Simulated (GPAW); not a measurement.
# Quasiparticle gap of SnO (Pmn2_1) in GPAW

Wanted: ground state, empty states, screening and self-energy for SnO (Pmn2_1).

Calculated with GPAW 26.7.0; LDA and many-body steps on it, plane waves.

## (1) The structure

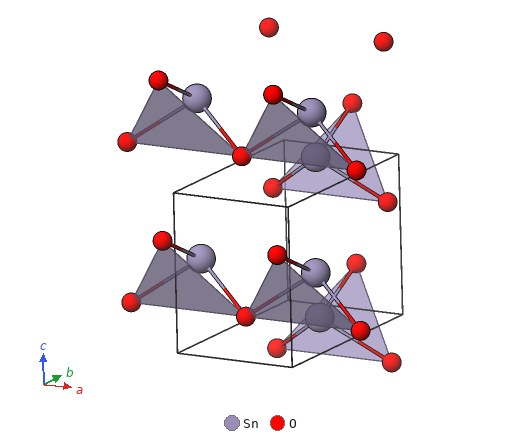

The starting structure, seen slightly off an axis (tin purple, oxygen red). 1×1×2 cells are drawn. Bonds to atoms that aren't drawn are left out. Some periodic images of atoms are drawn too.

The cell and positions are those that the Materials Project relaxed with its own functionals (PBE, PBE+U or r2SCAN), kept fixed. This is not the form that SnO usually takes at ambient conditions.

## (2) Ground state

This step: GPAW 26.7.0; DFT, LDA, plane waves, PAW.

The ground-state density comes first.

Input file run.py:

```python
import json
import numpy as np
from gpaw.mpi import world
from ase import Atoms
from gpaw import GPAW, PW, FermiDirac

atoms = Atoms(['Sn', 'Sn', 'O', 'O'],
    cell=[[3.3550050000, 0.0000000000, 0.0000000000],
      [0.0000000000, 5.6741040000, 0.0000000000],
      [0.0000000000, 0.0000000000, 4.2219700000]],
    scaled_positions=[[0.0000000000, 0.2319090000, 0.5131440000],
      [0.5000000000, 0.7680910000, 0.0131440000],
      [0.0000000000, 0.8912500000, 0.7368570000],
      [0.5000000000, 0.1087500000, 0.2368570000]],
    pbc=(True, True, True))
calc = GPAW(mode=PW(600),
    xc='LDA',
    kpts={'size': (8, 4, 6), 'gamma': True},
    occupations=FermiDirac(0.001),
    nbands=-8,
    convergence={'density': 1e-6, 'bands': -3},
    maxiter=100,
    txt='gs.txt')
atoms.calc = calc
res = {'energy': atoms.get_potential_energy()}
kpts = calc.get_ibz_k_points()
res['kpts'] = kpts
res['eigenvalues'] = [calc.get_eigenvalues(kpt=k) for k in range(len(kpts))]
res['n_electrons'] = calc.get_number_of_electrons()
calc.write('gs.gpw')

if world.rank == 0:
    with open('result.json', 'w') as f:
        json.dump(res, f, default=lambda x: x.tolist())
```

The run is started by

```sh
$ mpirun -n 4 gpaw python run.py
```

Numbers of over 12 decimals in the logs are rounded to 6 here.

What it wrote:

```text
__  _  _
 | _ |_)|_||  |
 |__||  | ||/\| - 26.7.0

Input parameters:
  mode=PW(ecut=600.0),
  convergence={'density': 1e-06, 'bands': -3},
  kpts=MonkhorstPack(size=(8, 4, 6), gamma=True),
  maxiter=100,
  nbands=-8,
  occupations=Occupations(name='fermi-dirac', width=0.001, fixmagmom=False),
  xc=XC(name='LDA')
  [... matrices ...]
Diagonalizing LCAO Hamiltonian
Converting LCAO to pw mode
    .-------.
   /|       |
  / O       |
 *  |       |
 |  |       |
 |Sn.-------.
 | / O Sn  /
 |/       /
 *-------*

Atoms  # Å, Bohr magnetons
|   | symbol |        x |        y |        z |    initial magnetic moments |
| 0 |     Sn | 0.000000 | 1.315876 | 2.166479 | ( 0.0000,  0.0000,  0.0000) |
| 1 |     Sn | 1.677502 | 4.358228 | 0.055494 | ( 0.0000,  0.0000,  0.0000) |
| 2 |      O | 0.000000 | 5.057045 | 3.110988 | ( 0.0000,  0.0000,  0.0000) |
| 3 |      O | 1.677502 | 0.617059 | 1.000003 | ( 0.0000,  0.0000,  0.0000) |

Unit cell  # Å
| periodic |        x |        y |        z |  lengths |    angles |
|      yes | 3.355005 | 0.000000 | 0.000000 | 3.355005 | 90.000000 |
|      yes | 0.000000 | 5.674104 | 0.000000 | 5.674104 | 90.000000 |
|      yes | 0.000000 | 0.000000 | 4.221970 | 4.221970 | 90.000000 |

Number of symmetries: 2
Symmetry operations  # r_c * U_cc + t_c -> r_c
|   | kind |            matrix            |
| 0 |  E   |  1, 0, 0,  0, 1, 0,  0, 0, 1 |
| 1 |  σ   | -1, 0, 0,  0, 1, 0,  0, 0, 1 |

BZ-sampling:
  Number of BZ points: 192
  Number of IBZ points: 70

  Monkhorst-Pack size: [8, 4, 6]
  Monkhorst-Pack shift: [0.0625, 0.125, 0.083333]

K-points  # in reciprocal-cell coordinates
|     |                                coordinates |     weight |
|   0 | (  0.00000000,   0.00000000,   0.00000000) | 0.00520833 |
|   1 | (  0.00000000,   0.00000000,   0.16666667) | 0.01041667 |
|   2 | (  0.00000000,   0.00000000,   0.33333333) | 0.01041667 |
|   3 | (  0.00000000,   0.00000000,   0.50000000) | 0.00520833 |
|   4 | (  0.00000000,   0.25000000,  -0.33333333) | 0.01041667 |
|   5 | (  0.00000000,   0.25000000,  -0.16666667) | 0.01041667 |
|   6 | (  0.00000000,   0.25000000,   0.00000000) | 0.01041667 |
|   7 | (  0.00000000,   0.25000000,   0.16666667) | 0.01041667 |
|   8 | (  0.00000000,   0.25000000,   0.33333333) | 0.01041667 |
|   9 | (  0.00000000,   0.25000000,   0.50000000) | 0.01041667 |
| ... |                                            |            |
|  69 | (  0.50000000,   0.50000000,   0.50000000) | 0.00520833 |

Plane wave coefficients: 2719
Cutoff: 600.0 eV

Spin-components: 1 (collinear spins)
Bands:           28
Projectors:      22
Spin-degeneracy: 2
Datatype:        complex128

  Storage: CPU
  Wave functions: 85_267_840 bytes (21_316_960 per core)
  Projectors: 73_086_720 bytes (18_271_680 per core)
  [... matrices ...]
Parallelization:
  kpt:    4
  domain: 1
  band:   1

Density:
  Valence electrons: 40.0
  Components: 1
  Grid points: [20 35 24]
  Charge: 0.0  # |e|

Potential:
  Grid points: [20 35 24]

species:
  Sn:
    name:    Tin
    Z:       50.0
    valence: 14
    core:    36
    charge:  0.0  # [|e|]
    compensation charges:
      type: gauss
      rc: 0.38  # [Å]
      lmax: 2
    cutoffs:
      filter: 2.23  # [Å]
      core: 2.35  # [Å]
    projectors
    | kind |    occ | energy [eV] | rcut [Å] |
    |   5s |  2.000 |     -10.799 |    1.201 |
    |   5p |  2.000 |      -3.869 |    1.270 |
    |   4d | 10.000 |     -25.910 |    1.185 |
    |    s |        |      16.413 |    1.201 |
    |    p |        |      23.342 |    1.270 |
    |    d |        |       1.302 |    1.185 |

    Using partial waves for Sn as LCAO basis

  O:
    name:    Oxygen
    Z:       8.0
    valence: 6
    core:    2
    charge:  0.0  # [|e|]
    compensation charges:
      type: gauss
      rc: 0.21  # [Å]
      lmax: 2
    cutoffs:
      filter: 1.17  # [Å]
      core: 0.83  # [Å]
    projectors
    | kind |    occ | energy [eV] | rcut [Å] |
    |   2s |  2.000 |     -23.752 |    0.688 |
    |   2p |  4.000 |      -9.195 |    0.598 |
    |    s |        |       3.459 |    0.688 |
    |    p |        |      18.016 |    0.598 |
    |    d |        |       0.000 |    0.619 |

    Using partial waves for O as LCAO basis

Reference energy: -339786.989759  # eV

eigensolver:
  PPCG
  Converge bands: -3
  niter=2

density mixing:
  MSR1-Mixer
  Pratt-step length: 0.05
  Maximum mixing coefficient: 0.75
  Old densities: 10
  SVD Regularization: 0.005
  Good broyden scale: 1.0
  Trust region scale: 1.0
  Backstep threshold: 4.0
  History deletion threshold: 6.0
  Fourier metric: weight=20.0, sigma=0.015

occupation numbers:
  Fermi-Dirac:
    width: 0.0010  # eV

poisson solver:
  ecut: 4800.0  # eV

xc functional:
  name: None

Initialization done in: 1.103 s

convergence criteria:
- Maximum integral of absolute [dens]ity change: 1e-06 electrons / valence electron
- Maximum [total energy] change in last 3 cyles: 0.0005 eV / valence electron
- Maximum integral of absolute [eigenst]ate change: 4e-08 eV^2 / valence electron
maximum number of iterations: 100

SCF iterations
|iter     |     time |      energy | eigst |  dens |
|iter:   1|  |  -29.484207 | +0.61 |       |
|iter:   2|  |  -28.378670 | -0.85 | -1.00 |
|iter:   3|  |  -26.092076 | -0.61 | -1.07 |
|iter:   4|  |  -26.038827 | -2.20 | -1.55 |
|iter:   5|  |  -26.016548 | -2.86 | -1.78 |
|iter:   6|  |  -26.016292 | -4.02 | -2.58 |
|iter:   7|  |  -26.016315c| -5.15 | -3.15 |
|iter:   8|  |  -26.016311c| -5.98 | -3.86 |
|iter:   9|  |  -26.016311c| -6.56 | -4.41 |
|iter:  10|  |  -26.016311c| -7.26 | -4.60 |
|iter:  11|  |  -26.016311c| -8.21c| -5.26 |
|iter:  12|  |  -26.016311c| -8.69c| -5.78 |
|iter:  13|  |  -26.016311c| -9.23c| -6.61c|

Converged in 13 steps
SCF loop duration: 18.450 s (1.419 s/step)
Energy contributions relative to reference atoms: (reference = -339786.989759)
  [... matrices ...]
Energy contributions:
  Kinetic:          22.943701
  Coulomb:         -24.066528
  Zero:              0.031847
  External:          0.000000
  Xc:              -24.925331
  Entropy:          -0.000000
  Spinorbit:         0.000000
  ----------------------------
  Free energy:     -26.016311
  Extrapolated:    -26.016311

dipole moment: (-20.794105, 0.000008, -13.440661)  # |e|*Ang

Fermi level: 4.482
Eigenvalues  # (at kpt = [0.000, 0.000, 0.000])
| band index |      eig [eV] | occ [0-2] |
|          0 |       -16.887 |     2.000 |
|        ... |               |           |
|         12 |        -3.397 |     2.000 |
|         13 |        -1.611 |     2.000 |
|         14 |        -0.071 |     2.000 |
|         15 |         0.335 |     2.000 |
|         16 |         0.669 |     2.000 |
|         17 |         1.528 |     2.000 |
|         18 |         2.127 |     2.000 |
|         19 |         4.150 |     2.000 |
|         20 |         6.743 |     0.000 |
|         21 |         7.273 |     0.000 |
|         22 |         9.961 |     0.000 |
|         23 |         9.967 |     0.000 |
|         24 |        12.072 |     0.000 |
|         25 |        12.120 |     0.000 |
|         26 |        12.812 |     0.000 |
|         27 |        13.375 |     0.000 |

Gap: 1.366 eV
Transition (v -> c):
  (s=0, k=0, n=19, [0.00, 0.00, 0.00]) -> (s=0, k=52, n=20, [0.38, 0.50, 0.00])
Direct/indirect transitions are different
Direct gap: 2.016 eV
Transition at: (s=0, k=52, n=19, [0.38, 0.50, 0.00])
# Writing to gs.gpw (mode='')
  [... matrices ...]
```

Run time: 21 s. Hardware: 4 MPI ranks of Arm Neoverse V2, shared host; peak memory 0.8 GiB.

This step gave:

| Item | Value |
| --- | --- |
| total energy | -26.02 eV |
| gap | 1.366 eV |
| k of the valence top | 0, 0, 0 |
| k of the conduction bottom | 0.375, 0.5, 0 |
| least direct gap | 2.016 eV |

The gap is indirect, with the least direct gap 0.65 eV higher.

## (3) Empty states on the mesh, 4×2×2 mesh, 192 bands

The sums over transitions need many empty states on a uniform mesh; this step solves for them.

Input file run.py:

```python
import json
import numpy as np
from gpaw.mpi import world
from gpaw import GPAW

calc = GPAW('gs.gpw').fixed_density(kpts={'size': (4, 2, 2), 'gamma': True},
    parallel={'domain': 1, 'band': 1},
    txt='nscf.txt')
calc.diagonalize_full_hamiltonian(nbands=192)
calc.write('full.gpw', mode='all')
res = {}
kpts = calc.get_ibz_k_points()
res['kpts'] = kpts
res['eigenvalues'] = [calc.get_eigenvalues(kpt=k) for k in range(len(kpts))]
res['n_electrons'] = calc.get_number_of_electrons()

if world.rank == 0:
    with open('result.json', 'w') as f:
        json.dump(res, f, default=lambda x: x.tolist())
```

The run is started by

```sh
$ mpirun -n 4 gpaw python run.py
```

What it wrote:

```text
Diagonalizing LCAO Hamiltonian
Converting LCAO to pw mode
convergence criteria:
- Maximum integral of absolute [eigenst]ate change: 4e-08 eV^2 / valence electron
maximum number of iterations: 100

SCF iterations
|iter     |     time |      energy | eigst |  dens |
|iter:   1|  |             | +0.85 |       |
|iter:   2|  |             | -0.79 |       |
|iter:   3|  |             | -2.00 |       |
[...]
|iter:   7|  |             | -6.39 |       |
|iter:   8|  |             | -7.30 |       |
|iter:   9|  |             | -7.99c|       |
SCF steps: 9
  __  _  _
 | _ |_)|_||  |
 |__||  | ||/\| - 26.7.0

Input parameters:
  mode=PW(ecut=600.0),
  convergence={'density': 1e-06, 'bands': -3},
  gpts=array([20, 35, 24]),
  kpts=MonkhorstPack(size=(4, 2, 2), gamma=True),
  maxiter=100,
  nbands=28,
  occupations=Occupations(name='fermi-dirac', width=0.001, fixmagmom=False),
  parallel={'domain': 1, 'band': 1},
  xc=XC(name='LDA')
Matrix size: 2719x2719
# Writing to full.gpw (mode='all')
  [... matrices ...]

timing:  # [seconds]
  Total: 43.351  # ━━━━━━━━━━━━━━━━━━━━━━━━━━━━━━━━━━━━━━━━━━━━━━━━━━━━━━━━━━
```

Wall time 48 s (4 MPI ranks); peak memory 3 GiB; 3.2 min of CPU time.

This step gave:

```
gap                                                           : 1.853 eV
k of the valence top                                          : 0, 0, 0
k of the conduction bottom                                    : 0.5, 0.5, 0
least direct gap                                              : 2.593 eV
k points computed                                             : 12
lowest point of the top converged band, above the valence top : 87.1081 eV
```

On this mesh the gap is 1.853 eV. The earlier step found 1.366 eV, so this mesh misses an edge.

## (4) Screening and self-energy, 4×2×2 mesh, 84 bands, screening to 60 eV

G0W0 replaces the xc potential by the self-energy, built once from these orbitals. Only a window of levels is corrected, while the sums run over the empty bands that the input names.

This step: G0W0 on LDA, plane waves, PAW.

Input file run.py:

```python
import json
import numpy as np
from gpaw.mpi import world
from gpaw.response.g0w0 import G0W0

gw = G0W0('full.gpw',
    filename='gw',
    kpts=[0, 10],
    bands=(18, 22),
    ecut=60,
    nbands=84,
    integrate_gamma='WS',
    ppa=True)
gw.calculate()
res = {mode: {k: v for k, v in r.items() if k != 'sigma_eskwn'}
       for mode, r in gw.all_results.items()}

if world.rank == 0:
    with open('result.json', 'w') as f:
        json.dump(res, f, default=lambda x: x.tolist())
```

The run is started by

```sh
$ mpirun -n 4 gpaw python run.py
```

What it wrote:

```text
Using integrator: PointIntegrator
FrequencyGridDescriptor(from 0.000+0.000j to 0.000+27.211j eV, 2 points)
Nonperiodic BCs:  [False False False]
Using integrator: PointIntegrator
FrequencyGridDescriptor(from 0.000+0.000j to 0.000+27.211j eV, 2 points)
Nonperiodic BCs:  [False False False]
  ___  _ _ _
 |   || | | |
 | | || | | |
 |__ ||_____|
 |___|

BZ k-points: Symmetries present (total): 2

  [... matrices ...]
16 k-points: 4 x 2 x 2 Monkhorst-Pack grid + [1/8,1/4,1/4]
12 k-points in the irreducible part of the Brillouin zone
       k-points in crystal coordinates                weights
   0:     0.00000000    0.00000000    0.00000000          1/16
   1:     0.00000000    0.00000000    0.50000000          1/16
   2:     0.00000000    0.50000000    0.00000000          1/16
   3:     0.00000000    0.50000000    0.50000000          1/16
   4:     0.25000000    0.00000000    0.00000000          2/16
   5:     0.25000000    0.00000000    0.50000000          2/16
   6:     0.25000000    0.50000000    0.00000000          2/16
   7:     0.25000000    0.50000000    0.50000000          2/16
   8:     0.50000000    0.00000000    0.00000000          1/16
   9:     0.50000000    0.00000000    0.50000000          1/16
          ...
  11:     0.50000000    0.50000000    0.50000000          1/16

Distributing spins, k-points and bands (1 x 2 x 4) over 4 processes
Number of blocks: 1

Quasi particle states:
k-points (IBZ indices): [0, 10]
Band range: (18, 22)
  [... matrices ...]
Computational parameters:
Plane wave cut-off: 60 eV
Number of bands: 84
Coulomb cutoff: None
Broadening: 0.1 eV

fxc modes: GW
Kernel: RPA
Using Godby-Needs plasmon-pole approximation:
  Fitting energy: i*E0, E0 = 1.000 Hartree
Summing all q:

Calculating screened Coulomb potential
No Coulomb truncation
FrequencyGridDescriptor(from 0.000+0.000j to 0.000+27.211j eV, 2 points)
Removing empty qpoint cache files...

Calculating chi0 body with:
    Ground state adapter containing:
    Number of spins: 1
    Number of kpoints: 16
    Number of irreducible kpoints: 12
    Number of completely occupied states: 20
    Number of partially occupied states: 20
    Occupied states memory: 5.126953125 M / cpu

    Linear response parametrization:
    q_c: [0.0, 0.0, 0.0]
    Number of frequency points: 2
    Planewave cutoff: 60.0
    Number of bands: 84
    Number of planewaves: 83
    Broadening (eta): 1e-06
    comm.size: 4
    kncomm.size: 4
    blockcomm.size: 1

    Memory estimate of potentially large arrays:
        chi0_wGG: 0.210236 M / cpu
Integrating chi0 body.

Symmetries of q_c:
    Direct symmetries (Uq -> q): 2
    Indirect symmetries (TUq -> q): 2
In total 4 allowed symmetries.

  [... matrices ...]
12 groups of equivalent kpoints. 25.0% reduction.

Integral kind: response function
Integrating chi0 head and wings.

Symmetries of q_c:
    Direct symmetries (Uq -> q): 2
    Indirect symmetries (TUq -> q): 2
In total 4 allowed symmetries.

  [... matrices ...]
12 groups of equivalent kpoints. 25.0% reduction.

Integral kind: response function wings

Calculating chi0 body with:
    Ground state adapter containing:
    Number of spins: 1
    Number of kpoints: 16
    Number of irreducible kpoints: 12
    Number of completely occupied states: 20
    Number of partially occupied states: 20
    Occupied states memory: 5.126953125 M / cpu

    Linear response parametrization:
[... the further q-points ...]

Results:
f:      Occupation numbers
eps:     KS-eigenvalues [eV]
vxc:     KS vxc [eV]
exx:     Exact exchange [eV]
sigma:   Self-energies [eV]
dsigma:  Self-energy derivatives
Z:       Renormalization factors
qp:      QP-energies [eV]

k-point 0 (0): (0.000, 0.000, 0.000)                GW
band       f     eps     vxc     exx   sigma  dsigma       Z      qp
                                                                   GW
  18   1.000   2.127 -19.764 -24.880   5.167  -0.352   0.740   2.165
  19   1.000   4.150 -17.834 -19.945   2.443  -0.287   0.777   4.408
  20   0.000   6.743 -12.418  -7.667  -3.546  -0.236   0.809   7.718
  21   0.000   7.273 -14.997 -10.581  -3.058  -0.249   0.800   8.359

k-point 1 (10): (0.500, 0.500, 0.000)                GW
band       f     eps     vxc     exx   sigma  dsigma       Z      qp
                                                                   GW
  18   1.000   3.251 -15.616 -17.696   2.142  -0.277   0.783   3.300
  19   1.000   3.251 -15.616 -17.696   2.142  -0.277   0.783   3.300
  20   0.000   6.003 -14.361 -10.466  -2.723  -0.245   0.803   6.945
  21   0.000   6.003 -14.361 -10.466  -2.723  -0.245   0.803   6.945
```

It took 16 s on 4 MPI ranks; peak memory 1.1 GiB; 64 s of CPU time.

Numbers from this step:

```
G0W0 gap on the points computed              : 2.537 eV
least direct G0W0 gap on the computed points : 3.310 eV
Z at the valence top                         : 0.7768
Z at the conduction bottom                   : 0.8033
starting gap on the mesh                     : 1.853 eV
k of the valence top                         : 0, 0, 0
k of the conduction bottom                   : 0.5, 0.5, 0
```

The gap on the mesh goes from 1.85 eV to 2.54 eV, a correction of +0.68 eV. The start differs from the 1.37 eV found before because the two sample other k points.

Limits: finite bands, cutoff and mesh; no spin-orbit coupling; coarse k mesh. v1 is the top filled band, c1 the lowest empty one. The levels before and after the correction (eV, zero at the valence-band top of each column):

```tsv
	conduction bottom	valence top
Kohn-Sham	1.85	0.00
G0W0	2.54	0.00
```

```tsv
	level	energy (eV)
Kohn-Sham	Γ v2	-2.023
Kohn-Sham	Γ v1	0.000
Kohn-Sham	Γ c1	2.593
Kohn-Sham	Γ c2	3.123
Kohn-Sham	(0.5 0.5 0) v2-v1	-0.899
Kohn-Sham	(0.5 0.5 0) c1-c2	1.853
G0W0	Γ v2	-2.243
G0W0	Γ v1	0.000
G0W0	Γ c1	3.310
G0W0	Γ c2	3.951
G0W0	(0.5 0.5 0) v2-v1	-1.108
G0W0	(0.5 0.5 0) c1-c2	2.537
```

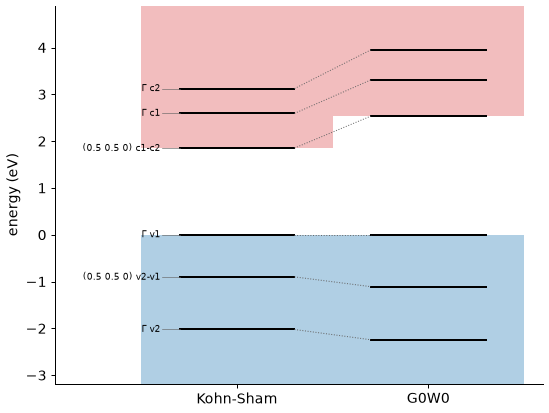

Levels before and after the correction. Shaded: valence and conduction bands.

## (5) Where the time went

Times are wall times on 4 MPI ranks of Arm Neoverse V2, shared host, good to a factor of about two.

```tsv
step	time	share	memory (GiB)
ground state	21 s	25 %	0.8
empty states on the mesh	48 s	56 %	3.0
screening and self-energy	16 s	19 %	1.1
```

## (6) Outcome

```json
{
  "LDA gap": "1.37 eV, indirect",
  "G0W0 gap on the mesh": "2.54 eV",
  "G0W0 gap over the zone (rigid shift)": "2.05 eV",
  "GW settings": "4×2×2 mesh, 84 bands, screening to 60 eV, Godby-Needs plasmon pole",
  "known limits": "not at the basis limit; no spin-orbit coupling; coarse k mesh"
}
```

G0W0 moves the gap on the mesh from 1.85 eV to 2.54 eV (+0.68 eV), with Z of 0.78 and 0.80 at the edges. The mesh misses the band edges by 0.49 eV in all; a rigid shift gives 2.05 eV for the zone. Only 2 of the mesh's irreducible points were corrected, so a valley elsewhere could overtake. The dearest step here is «empty states on the mesh». Bands and cutoff are finite, so the gap is not at the basis limit. The miss can reach some tenths of an eV and take either sign; the mesh is an error of its own. These stock PAW sets were not made for GW. In the G0W0 run levels were corrected at 2 k points alone, so a gap called «on the mesh» is the least over those, and an edge elsewhere would be missed. A denser mesh or path gives a starting gap of 1.37 eV: the GW mesh misses a band edge, so its gaps are not the fundamental one. The 4×2×2 mesh is coarse for this cell, which bears on the long-range parts of exchange and screening. Mesh or cutoff lie under what a gap needs, so these runs test behaviour and cost; their gaps are not to be quoted. The many-body steps are scalar-relativistic: spin-orbit coupling is not in them.

[Paths, hosts, dates, memory and timing lines, banners, echoed tables and standing remarks are left out of the program output.]

[Logs are printed without paths, hosts, clocks, repeated set-up lines and the standing remarks that a program may print on its own settings, such as how far it seeks lower states.]

[Runs of the session that timed out or met a known fault of the program may be left out.]

[Hosts, paths, dates, database ids (printed as entryN), source tags and the programs' standing remarks are cut or masked in the printed files.]
